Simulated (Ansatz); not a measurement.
Input

```
crystal:
  periodic: [false, false, false]
  atoms:
    - { symbol: Si, position_ang: [-0.837933, 1.065891, 0.476595] }
    - { symbol: C, position_ang: [0.874639, -1.573267, 0.989306] }
    - { symbol: H, position_ang: [-1.699001, -0.073986, 0.940477] }
    - { symbol: H, position_ang: [-1.680517, 2.317491, 0.55842] }
    - { symbol: H, position_ang: [0.324863, 1.26493, 1.403914] }
    - { symbol: H, position_ang: [0.695422, -0.985948, 0.088178] }
    - { symbol: Si, position_ang: [-0.230092, 0.858412, -1.689728] }
    - { symbol: H, position_ang: [0.504041, -2.604078, 0.823426] }
    - { symbol: H, position_ang: [1.964362, -1.611673, 1.182702] }
    - { symbol: H, position_ang: [0.364496, -1.137626, 1.867613] }
    - { symbol: H, position_ang: [0.198331, -0.537432, -2.053646] }
    - { symbol: H, position_ang: [0.910565, 1.790821, -2.007501] }
    - { symbol: H, position_ang: [-1.389177, 1.226464, -2.579857] }
basis:
  gaussian: { orbitals: def2-SVP }
hamiltonian:
  xc: pbe
relax:
  f_tol: 0.03
  max_steps: 50
output:
  orbitals: {}
```

Launched as:

```sh
ansatz run input.yaml --threads 2 --pin off --max-ram 3072MiB --backend cpu --events-out ev --progress --plain --runs-dir out
```

The fields are those of the relaxed geometry.

The calculation used RKS PBE/def2-SVP (Ansatz).

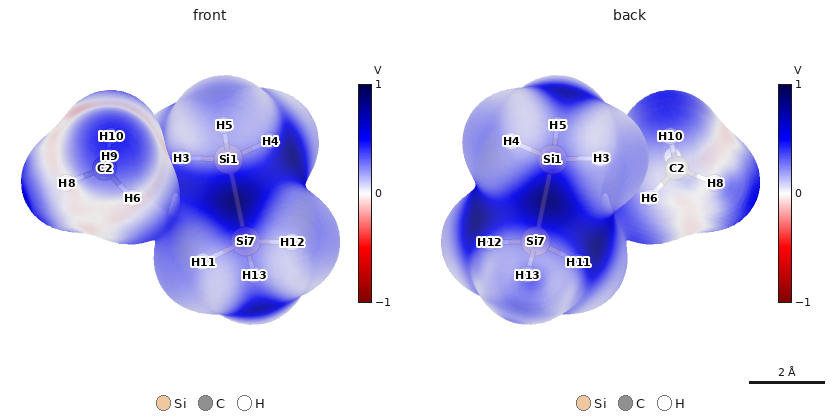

H₆Si₂···CH₄. The molecular electrostatic potential painted on the density surface at 0.002 e/bohr³, seen from the front and from behind; the colour scale runs from red (negative) to blue (positive).

Question: Where is the surface potential most negative and most positive?

Answer: The most negative region (about −0.1 V) lies over C2, the most positive (about +0.8 V) over Si1 and Si7.
